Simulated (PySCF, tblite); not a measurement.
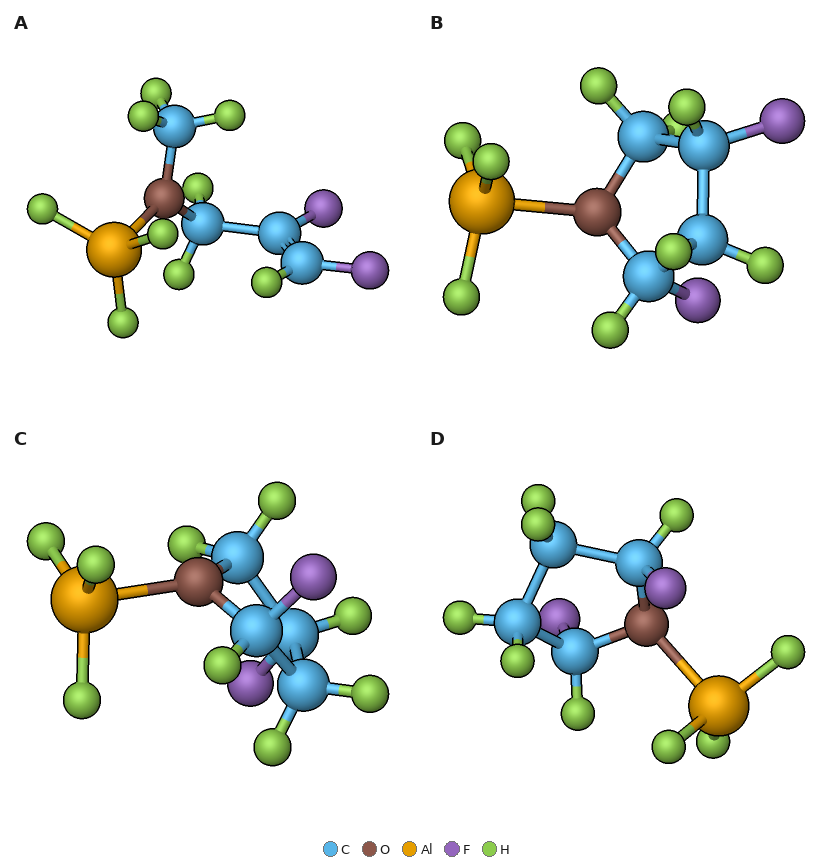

The picture comes from a calculation with PySCF and tblite.

```xyz
17
charge 0, multiplicity 1
F    -2.4657   -1.2672    0.1839
C    -1.4693   -0.3739    0.4871
C    -1.3205    0.6780   -0.6231
C     0.0443    0.3645   -1.2309
F    -0.0926   -0.5100   -2.2767
O     0.7682   -0.2575   -0.2280
Al    2.1875    0.4955    0.7666
C    -0.1114   -1.0943    0.5063
H    -1.7364    0.0636    1.4532
H    -2.1139    0.5712   -1.3623
H    -1.3251    1.6871   -0.2180
H     0.6153    1.2210   -1.6023
H     2.8226   -0.8685    1.2160
H     2.7979    1.3220   -0.4223
H     1.2850    1.2634    1.8221
H     0.3149   -1.2136    1.5038
H    -0.2076   -2.0692    0.0148
```

Which panel shows the molecule in this file?

B. The file holds C4H9AlF2O, `F[C@@H]1C[C@H](F)[O+]([AlH3-])C1`.
